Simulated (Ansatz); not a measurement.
**Geometry relaxation of AlSiH7O2 (part 2 of 2)**

AlSiH7O2; RKS r2SCAN-D4/6-31G* (Ansatz 0.2.0). It belongs to a series of runs on one base structure; here: end point B relaxed.

Geometry of the input (Å):
```
Al -1.8837  0.0402  0.2191
O  0.2930  -1.5484  1.8583
H  -2.7295  -1.0846  -0.5029
H  -2.3850  1.0009  1.3732
H  0.6292  -1.2081  1.0123
O  -0.2129  0.3566  -0.4015
Si 1.0947  0.7458  -1.3041
H  0.6043  -0.8920  2.5005
H  0.7290  1.5218  -2.5223
H  2.0521  1.5613  -0.4992
H  1.8088  -0.4937  -1.7335
```

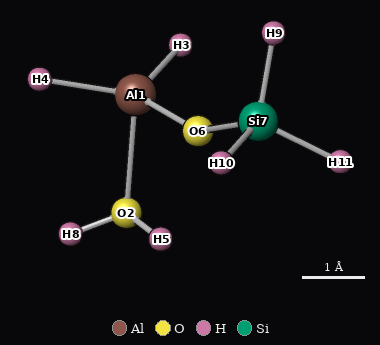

**Figure 1.** The geometry at step 10 of the log (ball-and-stick view, seen at a tilt; atoms are numbered from 1 in the order of the input).

**Trajectory as extended XYZ, continued**
```
11
Properties=species:S:1:pos:R:3:forces:R:3 step=4 energy=-18680.36391
Al   -1.5543   -0.1542    0.4653   -0.0241  -0.1577   0.3304
O    -0.1707   -1.3238    1.6484    0.5835   0.5139  -0.3326
H    -2.4939   -1.1711   -0.3300    0.1352  -0.0701   0.0981
H    -2.1976    0.8965    1.4793    0.1113  -0.0454   0.0815
H     0.5051   -1.1638    0.9361   -0.5190  -0.2537   0.1973
O    -0.0895    0.3251   -0.3358    0.3203   0.1592  -0.4131
Si    1.1225    0.7664   -1.3423   -0.0708  -0.0572   0.2396
H     0.2544   -0.8508    2.3963   -0.5818  -0.1444  -0.0521
H     0.6757    1.5313   -2.5413   -0.0386  -0.0197   0.0242
H     2.0976    1.6007   -0.5789    0.0497   0.0496  -0.0887
H     1.8508   -0.4565   -1.7971    0.0344   0.0254  -0.0846
11
Properties=species:S:1:pos:R:3:forces:R:3 step=5 energy=-18680.45477
Al   -1.4979   -0.1853    0.5166   -0.1835   0.2620  -0.3555
O    -0.2754   -1.2948    1.5960    0.7912   0.0518   0.3674
H    -2.4161   -1.2307   -0.2619    0.0235   0.0244   0.0264
H    -2.1119    0.8617    1.5555    0.0673  -0.0223   0.0351
H     0.4606   -1.1660    0.9420   -0.2796  -0.1374   0.1515
O    -0.0467    0.3291   -0.3452   -0.0113  -0.0049  -0.0721
Si    1.1490    0.7796   -1.3620   -0.1192  -0.0373   0.1074
H     0.0605   -0.8309    2.3934   -0.3459  -0.1948  -0.1701
H     0.6667    1.5365   -2.5513   -0.0259   0.0143  -0.0034
H     2.1348    1.6327   -0.6322    0.0390   0.0134  -0.0548
H     1.8766   -0.4321   -1.8511    0.0444   0.0308  -0.0319
11
Properties=species:S:1:pos:R:3:forces:R:3 step=6 energy=-18680.47799
Al   -1.4536   -0.1884    0.4567   -0.1544   0.2599   0.3235
O    -0.3394   -1.3571    1.7054    0.2671   0.3255  -0.2680
H    -2.4046   -1.2183   -0.2912    0.0033   0.0253  -0.0510
H    -1.9912    0.8174    1.6129    0.0737  -0.1074  -0.2892
H     0.4420   -1.2593    1.1180    0.1153  -0.1908   0.1394
O    -0.0121    0.3234   -0.4009   -0.0579  -0.1815   0.1595
Si    1.1634    0.8113   -1.4251   -0.0868   0.0274  -0.0377
H    -0.1126   -0.8238    2.4921   -0.1594  -0.1055  -0.0708
H     0.6426    1.5841   -2.5973   -0.0074  -0.0595   0.1077
H     2.1516    1.6772   -0.7133   -0.0023   0.0012  -0.0069
H     1.9141   -0.3667   -1.9573    0.0089   0.0054  -0.0065
11
Properties=species:S:1:pos:R:3:forces:R:3 step=7 energy=-18680.50270
Al   -1.4618   -0.1704    0.4619    0.0572  -0.1475   0.0755
O    -0.2918   -1.3680    1.6505    0.4033   0.6659   0.3951
H    -2.4093   -1.1903   -0.3022   -0.0743   0.0257  -0.0060
H    -1.9901    0.8595    1.5723    0.0159  -0.0506  -0.0336
H     0.5511   -1.1831    1.1629   -0.4403  -0.1153   0.2540
O    -0.0164    0.3032   -0.3896    0.2196   0.0346  -0.0423
Si    1.1509    0.7965   -1.4188   -0.1055   0.0241  -0.0369
H    -0.1917   -0.9093    2.5228   -0.0677  -0.4188  -0.6587
H     0.6100    1.5711   -2.5761    0.0000  -0.0262   0.0382
H     2.1451    1.6652   -0.7187   -0.0027  -0.0006   0.0099
H     1.9042   -0.3744   -1.9651   -0.0057   0.0088   0.0048
11
Properties=species:S:1:pos:R:3:forces:R:3 step=8 energy=-18680.53020
Al   -1.3934   -0.1911    0.4534   -0.0170   0.2175  -0.1313
O    -0.3541   -1.3627    1.7066    0.2110  -0.0314   0.0811
H    -2.4004   -1.1323   -0.3331   -0.0206  -0.0803  -0.0029
H    -1.9269    0.8852    1.5117   -0.0010  -0.0200   0.0491
H     0.5475   -1.2898    1.3321   -0.1016  -0.0134  -0.0781
O     0.0781    0.2393   -0.3815    0.0609  -0.0619   0.0490
Si    1.1567    0.8174   -1.4594   -0.0520  -0.0574   0.0355
H    -0.2971   -0.9652    2.5926   -0.1014   0.0009   0.0286
H     0.5175    1.5802   -2.5711   -0.0105   0.0063   0.0032
H     2.1352    1.7239   -0.7859    0.0149   0.0113  -0.0203
H     1.9371   -0.3049   -2.0654    0.0173   0.0284  -0.0140
11
Properties=species:S:1:pos:R:3:forces:R:3 step=9 energy=-18680.53646
Al   -1.3788   -0.1543    0.4196    0.0941  -0.2209   0.2518
O    -0.3713   -1.3608    1.7061   -0.1090  -0.1089  -0.0593
H    -2.3800   -1.1213   -0.3483   -0.0192   0.0526  -0.0799
H    -1.9067    0.8876    1.5167   -0.0028   0.0813  -0.0845
H     0.5282   -1.2463    1.3436    0.0407   0.0396  -0.0644
O     0.1695    0.1649   -0.3281   -0.0725   0.0463   0.0059
Si    1.1642    0.8012   -1.4529    0.1010   0.0166  -0.0802
H    -0.3578   -0.9877    2.6005   -0.0114   0.0562   0.1307
H     0.4367    1.5532   -2.5160   -0.0331   0.0160  -0.0090
H     2.1400    1.7385   -0.8208    0.0081   0.0151  -0.0062
H     1.9562   -0.2751   -2.1204    0.0040   0.0061  -0.0049
11
Properties=species:S:1:pos:R:3:forces:R:3 step=10 energy=-18680.54633
Al   -1.3608   -0.1678    0.4348    0.0207  -0.0676   0.0321
O    -0.3832   -1.3776    1.7229   -0.0775  -0.0187   0.0256
H    -2.3706   -1.1079   -0.3603    0.0092   0.0301  -0.0207
H    -1.8936    0.9097    1.4950    0.0147   0.0226  -0.0318
H     0.5201   -1.2626    1.3673    0.0408   0.0293  -0.0158
O     0.1831    0.1601   -0.3250   -0.0234  -0.0181   0.0478
Si    1.1643    0.8033   -1.4610    0.0471   0.0480  -0.0383
H    -0.3819   -1.0050    2.6212    0.0195  -0.0035  -0.0128
H     0.4152    1.5540   -2.5127   -0.0120  -0.0211   0.0024
H     2.1395    1.7536   -0.8451   -0.0088  -0.0003   0.0095
H     1.9681   -0.2599   -2.1371   -0.0303  -0.0007   0.0021
11
Properties=species:S:1:pos:R:3:forces:R:3 step=11 energy=-18680.54994
Al   -1.3487   -0.1731    0.4374    0.0456   0.0348  -0.0185
O    -0.3917   -1.3880    1.7259    0.0411  -0.0158  -0.0461
H    -2.3550   -1.0908   -0.3835   -0.0028   0.0003  -0.0225
H    -1.8783    0.9264    1.4733   -0.0102   0.0129  -0.0014
H     0.5065   -1.2315    1.3643   -0.0073  -0.0109   0.0162
O     0.2172    0.1468   -0.2923   -0.0229  -0.0199   0.0299
Si    1.1652    0.8016   -1.4551   -0.0259  -0.0118   0.0224
H    -0.3933   -1.0348    2.6313   -0.0049   0.0191   0.0200
H     0.3790    1.5328   -2.4928   -0.0119  -0.0055   0.0036
H     2.1389    1.7677   -0.8635   -0.0029  -0.0004   0.0034
H     1.9602   -0.2572   -2.1451    0.0021  -0.0028  -0.0071
11
Properties=species:S:1:pos:R:3:forces:R:3 step=12 energy=-18680.55157
Al   -1.3299   -0.1695    0.4339    0.0446   0.0194  -0.0319
O    -0.3996   -1.3952    1.7317    0.0057  -0.0062  -0.0288
H    -2.3379   -1.0662   -0.4107    0.0109   0.0038  -0.0057
H    -1.8643    0.9462    1.4512    0.0007  -0.0032   0.0028
H     0.5030   -1.2268    1.3847   -0.0088  -0.0079   0.0147
O     0.2599    0.1179   -0.2629    0.0205   0.0255  -0.0508
Si    1.1647    0.7950   -1.4527   -0.0761  -0.0056   0.0576
H    -0.4205   -1.0540    2.6415    0.0077   0.0129   0.0132
H     0.3267    1.5141   -2.4629    0.0303  -0.0346   0.0309
H     2.1332    1.7810   -0.8840   -0.0144  -0.0104  -0.0063
H     1.9650   -0.2427   -2.1697   -0.0211   0.0063   0.0044
11
Properties=species:S:1:pos:R:3:forces:R:3 step=13 energy=-18680.55187
Al   -1.3232   -0.1676    0.4313    0.0016   0.0090  -0.0127
O    -0.4029   -1.3958    1.7342   -0.0150  -0.0073   0.0143
H    -2.3295   -1.0595   -0.4218    0.0139   0.0066   0.0048
H    -1.8594    0.9494    1.4469    0.0004  -0.0087   0.0011
H     0.5030   -1.2399    1.3915   -0.0028   0.0022   0.0064
O     0.2685    0.1141   -0.2570    0.0533   0.0422  -0.0421
Si    1.1649    0.7977   -1.4482   -0.0908  -0.0486  -0.0110
H    -0.4243   -1.0501    2.6429    0.0091   0.0000  -0.0163
H     0.3177    1.5034   -2.4597    0.0276   0.0015   0.0436
H     2.1305    1.7887   -0.8837   -0.0115  -0.0168  -0.0149
H     1.9548   -0.2405   -2.1765    0.0142   0.0200   0.0270
11
Properties=species:S:1:pos:R:3:forces:R:3 step=14 energy=-18680.55270
Al   -1.3147   -0.1609    0.4299    0.0765   0.0048  -0.0100
O    -0.4151   -1.4005    1.7398   -0.0037  -0.0040  -0.0031
H    -2.3099   -1.0480   -0.4386   -0.0048   0.0017  -0.0023
H    -1.8539    0.9492    1.4498   -0.0106  -0.0001   0.0028
H     0.4962   -1.2683    1.4028   -0.0033   0.0063  -0.0066
O     0.2854    0.1209   -0.2442   -0.0526  -0.0100   0.0255
Si    1.1610    0.7981   -1.4513   -0.0065  -0.0114   0.0130
H    -0.4313   -1.0466    2.6452   -0.0037   0.0034  -0.0019
H     0.3004    1.4944   -2.4537   -0.0030   0.0048  -0.0060
H     2.1251    1.7994   -0.9062    0.0055   0.0055  -0.0060
H     1.9571   -0.2377   -2.1736    0.0063  -0.0010  -0.0053
11
Properties=species:S:1:pos:R:3:forces:R:3 step=15 energy=-18680.55303
Al   -1.3095   -0.1580    0.4327   -0.0213  -0.0001   0.0058
O    -0.4159   -1.4059    1.7369   -0.0013   0.0019  -0.0160
H    -2.3047   -1.0337   -0.4492    0.0066   0.0041   0.0029
H    -1.8560    0.9404    1.4630    0.0014  -0.0033  -0.0046
H     0.4945   -1.2663    1.3996    0.0035  -0.0023   0.0055
O     0.2899    0.1294   -0.2328    0.0092   0.0032   0.0007
Si    1.1604    0.7968   -1.4496    0.0040   0.0040  -0.0072
H    -0.4359   -1.0485    2.6408    0.0020  -0.0008   0.0074
H     0.2950    1.4807   -2.4571   -0.0026  -0.0026   0.0027
H     2.1234    1.8075   -0.9196   -0.0010  -0.0005   0.0008
H     1.9589   -0.2425   -2.1648   -0.0007  -0.0034   0.0020
```
